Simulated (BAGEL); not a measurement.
# GeH3O2F (SMILES [OH][GeH]([OH])[F]): HF/def2-SVP (density fitting with qzvpp-jkfit)

What is the energy change on altering one bond length of GeH3O2F at HF/def2-SVP (density fitting with qzvpp-jkfit)? 

The results are computed with BAGEL 1.2.2.

6 further runs of the same task are left out: 3 that didn't finish, 3 set aside as unsound or not needed.

## Step 1: The structure to begin with

The species is GeH3O2F (7 atoms), meant as a singlet with charge 0. As SMILES, `[OH][GeH]([OH])[F]`. The coordinates come from a PBE0-D4/def2-TZVP relaxation. This is one conformer, not always the lowest.

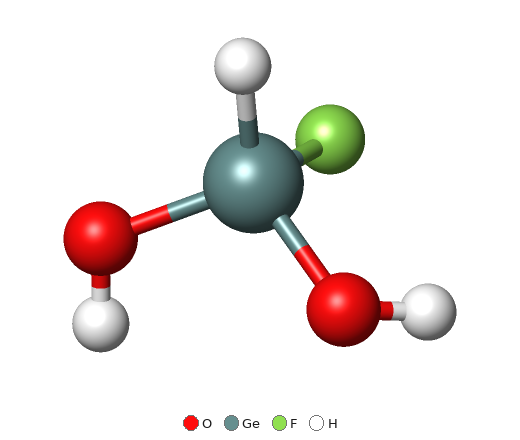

The structure, seen from a chosen angle (oxygen red, germanium teal, fluorine green, hydrogen white).

## Step 2: A single-point energy at HF/def2-SVP (density fitting with qzvpp-jkfit)

File calc.json:

```json
{ "bagel" : [

{
  "title" : "molecule",
  "basis" : "svp",
  "df_basis" : "qzvpp-jkfit",
  "angstrom" : true,
  "geometry" : [
    { "atom" : "O", "xyz" : [      -0.352900,       1.140300,      -0.859300 ] },
    { "atom" : "Ge", "xyz" : [      -0.107500,      -0.026800,       0.432400 ] },
    { "atom" : "O", "xyz" : [       1.518200,      -0.656000,       0.307600 ] },
    { "atom" : "F", "xyz" : [      -1.260300,      -1.284500,       0.113200 ] },
    { "atom" : "H", "xyz" : [      -1.209200,       1.041800,      -1.283900 ] },
    { "atom" : "H", "xyz" : [      -0.331400,       0.485800,       1.847500 ] },
    { "atom" : "H", "xyz" : [       1.804400,      -0.768700,      -0.603100 ] }
  ]
},

{ "title" : "hf" },

{ "title" : "print", "file" : "orbitals.molden", "orbitals" : true }

]}
```

The run is started by

```sh
$ BAGEL_NUM_THREADS=1 BAGEL calc.json > calc.out
```

Output:

```text
* using 1 threads per process

  ===============================================================
  ===============================================================

  *** Geometry ***

  { "atom" : "O", "xyz" : [     -0.666884,      2.154855,     -1.623842 ] },
  { "atom" : "Ge", "xyz" : [     -0.203146,     -0.050645,      0.817118 ] },
  { "atom" : "O", "xyz" : [      2.868982,     -1.239660,      0.581280 ] },
  { "atom" : "F", "xyz" : [     -2.381622,     -2.427353,      0.213917 ] },
  { "atom" : "H", "xyz" : [     -2.285057,      1.968717,     -2.426219 ] },
  { "atom" : "H", "xyz" : [     -0.626255,      0.918029,      3.491269 ] },
  { "atom" : "H", "xyz" : [      3.409822,     -1.452632,     -1.139694 ] },

  Number of auxiliary basis functions:      551

  Since a DF basis is specified, we compute 2- and 3-index integrals:
    o Being stored without compression. Storage requirement is 0.035 GB

  Number of basis functions:       89
  Number of electrons      :       60

    * METHOD: MOLECULE                             0.27

  *** RHF ***

  === Nuclear Repulsion ===
   327.3279150658

      * DIIS with orbital gradients will be used.

  === RHF iteration (svp) ===
      0      -2325.55839881          0.02443762           0.10
      1      -2325.76269542          0.01638621           0.10
      2      -2325.90118104          0.00110475           0.10
      3      -2325.90219722          0.00043041           0.10
      4      -2325.90230136          0.00008627           0.10
      5      -2325.90230997          0.00002329           0.10
      6      -2325.90231081          0.00000761           0.10
      7      -2325.90231086          0.00000251           0.11
      8      -2325.90231087          0.00000042           0.09
      9      -2325.90231087          0.00000013           0.09
     10      -2325.90231087          0.00000006           0.09
     11      -2325.90231087          0.00000002           0.10
     12      -2325.90231087          0.00000001           0.10
    * SCF iteration converged.

    * Permanent dipole moment:
           (    0.218278,    -0.381362,     0.250891) a.u.

    * METHOD: HF                                   1.49

    * METHOD: PRINT                                0.01

  ===============================================================
```

Wall time 1.9 s (1 thread of Arm Neoverse V2, shared host); peak memory 0.14 GiB.

## Step 3: The distorted shape at the same level

File input.json:

```json
{ "bagel": [

{
  "title": "molecule",
  "basis": "svp",
  "df_basis": "qzvpp-jkfit",
  "angstrom": true,
  "geometry": [
    { "atom": "O", "xyz": [    0.569370,    2.146492,   -0.603932 ] },
    { "atom": "Ge", "xyz": [    0.814770,    0.979392,    0.687768 ] },
    { "atom": "O", "xyz": [    2.440470,    0.350192,    0.562968 ] },
    { "atom": "F", "xyz": [   -1.260300,   -1.284500,    0.113200 ] },
    { "atom": "H", "xyz": [   -0.286930,    2.047992,   -1.028532 ] },
    { "atom": "H", "xyz": [    0.590870,    1.491992,    2.102868 ] },
    { "atom": "H", "xyz": [    2.726670,    0.237492,   -0.347732 ] }
  ]
},
{ "title": "hf" },
{ "title": "print", "file": "orbitals.molden", "orbitals": true }

]}
```

The run is started by

```sh
$ BAGEL_NUM_THREADS=1 BAGEL input.json > input.out
```

Output:

```text
* using 1 threads per process

  ===============================================================
  ===============================================================

  *** Geometry ***

  { "atom" : "O", "xyz" : [      1.075953,      4.056282,     -1.141266 ] },
  { "atom" : "Ge", "xyz" : [      1.539692,      1.850783,      1.299693 ] },
  { "atom" : "O", "xyz" : [      4.611820,      0.661767,      1.063855 ] },
  { "atom" : "F", "xyz" : [     -2.381622,     -2.427353,      0.213917 ] },
  { "atom" : "H", "xyz" : [     -0.542219,      3.870144,     -1.943644 ] },
  { "atom" : "H", "xyz" : [      1.116582,      2.819456,      3.973845 ] },
  { "atom" : "H", "xyz" : [      5.152660,      0.448795,     -0.657118 ] },

  Number of auxiliary basis functions:      551

  Since a DF basis is specified, we compute 2- and 3-index integrals:
    o Being stored without compression. Storage requirement is 0.035 GB

  Number of basis functions:       89
  Number of electrons      :       60

    * METHOD: MOLECULE                             0.26

  *** RHF ***

  === Nuclear Repulsion ===
   278.7694746998

      * DIIS with orbital gradients will be used.

  === RHF iteration (svp) ===
      0      -2325.23556796          0.02541359           0.09
      1      -2325.25422333          0.02491735           0.09
      2      -2325.67731368          0.00442175           0.09
      3      -2325.69167806          0.00118925           0.09
      4      -2325.69302385          0.00026278           0.09
      5      -2325.69313391          0.00011042           0.09
      6      -2325.69314975          0.00004259           0.09
      7      -2325.69315437          0.00001759           0.09
      8      -2325.69315559          0.00000852           0.09
      9      -2325.69315592          0.00000575           0.09
     10      -2325.69315607          0.00000332           0.09
     11      -2325.69315613          0.00000093           0.09
     12      -2325.69315613          0.00000047           0.09
     13      -2325.69315613          0.00000019           0.09
     14      -2325.69315613          0.00000007           0.09
     15      -2325.69315613          0.00000003           0.09
     16      -2325.69315613          0.00000002           0.09
     17      -2325.69315613          0.00000001           0.09
    * SCF iteration converged.

    * Permanent dipole moment:
           (   -1.661347,    -2.467977,    -0.192824) a.u.

    * METHOD: HF                                   1.81

    * METHOD: PRINT                                0.01

  ===============================================================
```

It took 2.2 s on 1 thread of Arm Neoverse V2, shared host; peak memory 0.14 GiB.

## Step 4: Results

At HF/def2-SVP (density fitting with qzvpp-jkfit):

| quantity | value |
| --- | --- |
| first shape: total energy | -2325.90231 Eh |
| first shape: dipole moment | 1.29 D |
| first shape: HOMO energy | -13.66 eV |
| first shape: LUMO energy | 4.01 eV |
| first shape: HOMO–LUMO gap | 17.67 eV |
| distorted shape: total energy | -2325.69316 Eh |
| distorted shape: dipole moment | 7.58 D |
| distorted shape: HOMO energy | -10.11 eV |
| distorted shape: LUMO energy | -1.10 eV |
| distorted shape: HOMO–LUMO gap | 9.02 eV |
| energy change with the Ge2–F4 bond stretched from 1.736 to 3.124 Å | 5.691 eV |

What this shows: One bond (distorted shape) is far stretched, which a spin-restricted single reference describes badly; a broken-symmetry solution may lie lower. With the Ge2–F4 bond stretched from 1.736 to 3.124 Å the energy rises by 5.69 eV (131 kcal/mol). The first shape isn't relaxed at this level, so the change isn't measured from a minimum. A restricted reference can't describe the breaking bond well at this length.
